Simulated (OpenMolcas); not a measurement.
**How basis sets differ on C3H11AlO (SMILES C[Al-](C)(C)[OH2+])**

The species is C3H11AlO (16 atoms), meant as a singlet with charge 0. SMILES: `C[Al-](C)(C)[OH2+]`. The shape is that of a PBE0-D4/def2-TZVP optimisation. This is one conformer, not always the lowest.

```tsv
atom	x (Å)	y (Å)	z (Å)
C	-0.6380	0.7231	-1.7127
Al	0.0856	-0.1405	-0.0856
C	1.6989	0.6544	0.7405
C	-0.2107	-2.0711	0.1425
O	-1.2682	0.6786	1.2276
H	-0.5857	1.8181	-1.6867
H	-0.0691	0.4146	-2.5973
H	-1.6792	0.4456	-1.9177
H	1.8436	0.3439	1.7826
H	1.7073	1.7506	0.7170
H	2.6015	0.3341	0.2076
H	-0.0166	-2.4052	1.1672
H	0.4541	-2.6517	-0.5073
H	-1.2337	-2.3694	-0.1102
H	-0.8088	1.2219	1.8776
H	-1.8809	1.2530	0.7549
```

Each level gives the HOMO–LUMO gap (eV). The values are calculated.

```tsv
level	kind	program	value (eV)	CPU time
HF/ANO-R0 (sfX2C)	Hartree–Fock	OpenMolcas	14.75	7.6 s
HF/ANO-RCC-MB (DKH2)	Hartree–Fock	OpenMolcas	16.10	6.2 s
HF/STO-3G	Hartree–Fock	OpenMolcas	19.61	4.6 s
HF/3-21G	Hartree–Fock	OpenMolcas	14.19	7.5 s
HF/6-31G* (spherical functions)	Hartree–Fock	OpenMolcas	13.51	20 s
```

The values span 13.51 to 19.61 eV. A Hartree–Fock LUMO above zero doesn't converge with the basis: it sinks as sets grow more diffuse. Orbital gaps aren't excitation energies. CPU times are rough (shared hosts, several kinds of processor and program).

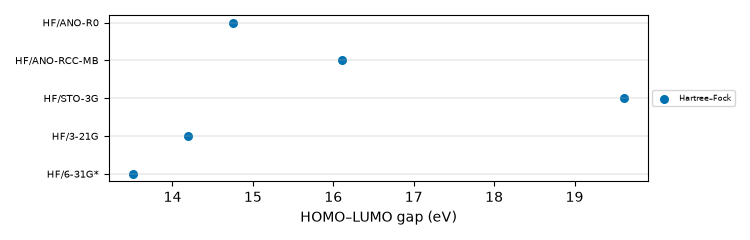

The values of the table, level by level.
